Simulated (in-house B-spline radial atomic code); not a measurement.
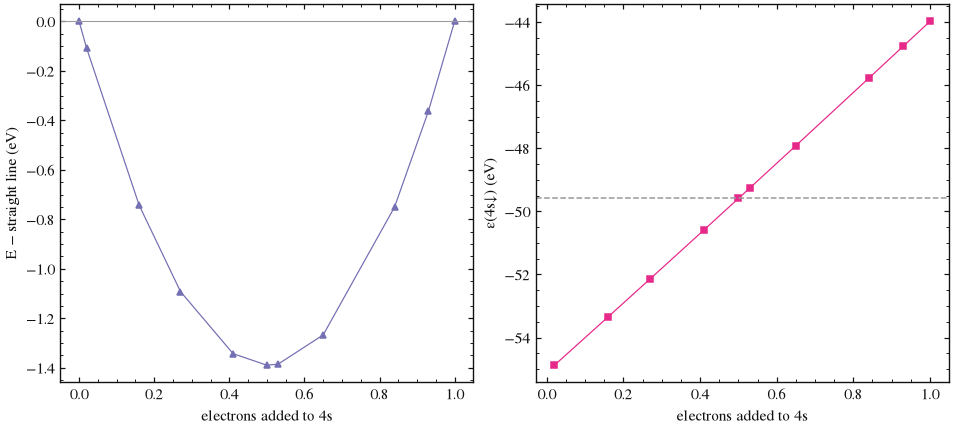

The occupation of the 4s shell is varied from As⁴⁺ ([Ar] 3d10 4s1 (high spin)) to As³⁺ ([Ar] 3d10 4s2), with spherical fractional occupations. The plot shows the total energy less the straight line between the end points, and the eigenvalue of 4s↓ (the dashed line is minus the energy to take the whole electron out). The values are computed.

> Was this Hartree-Fock or a semilocal functional, and how does the plot tell?

It was a semilocal functional (LDA, GGA or meta-GGA): non-relativistic BP86, spin-polarised, spherical fractional occupations, point nucleus, basis-set limit, computed with an in-house B-spline radial code. The curve is convex (below the straight line), with the largest deviation among the points computed, −1.39 eV, at 0.5. The end points differ by 49.6 eV, the energy to take the electron out. The eigenvalue, which is the slope of the energy (Janak's theorem), moves from −54.9 eV at 0.02 to −44.0 eV at 1; for a straight line it would stay constant, and a parabola would sag by an eighth of this change, scaled to a whole electron, 1.39 eV. Convexity is the delocalisation error: fractional charges are too low in energy. For an s shell Hartree-Fock would as a rule bend the other way.
